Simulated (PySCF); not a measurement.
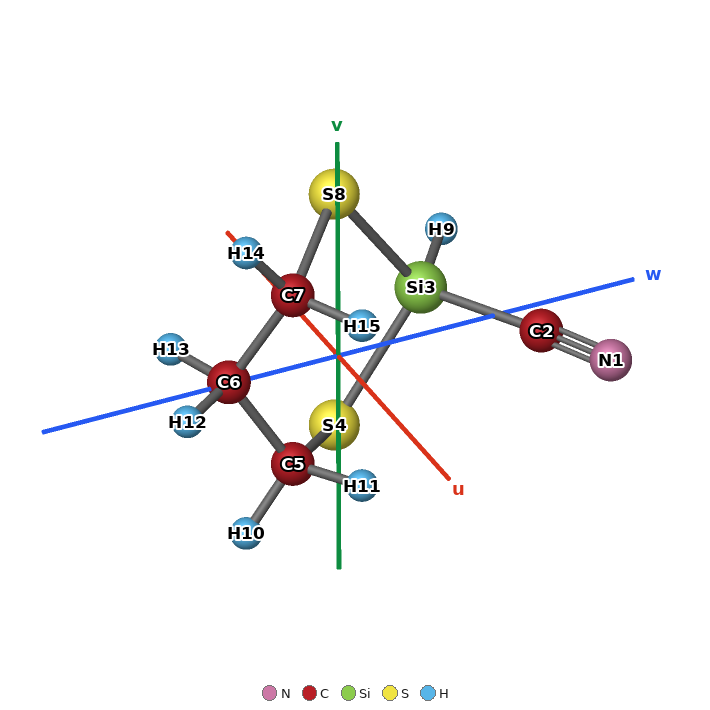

The lines u, v and w are the principal axes of the static dipole polarisability. The geometry was computed by an optimisation with GFN2-xTB. No frequency run is at hand to confirm it as a minimum. Computed with ωB97X-D/def2-SVPD (PySCF 2.14.0).

Question. Along which axis is the molecule most polarisable, and along which least?

Answer. Most along w (close to the long direction N1···C6), least along u.

Question. Give the three principal values.

Answer. u 103.3, v 110.0, w 117.2 bohr³; mean 110.2, anisotropy 12.1 bohr³.

The geometry is semi-empirical. Around Si such bond lengths and angles can be off by a tenth of an ångström or more and by several degrees, and values that hang on the shape move with them.
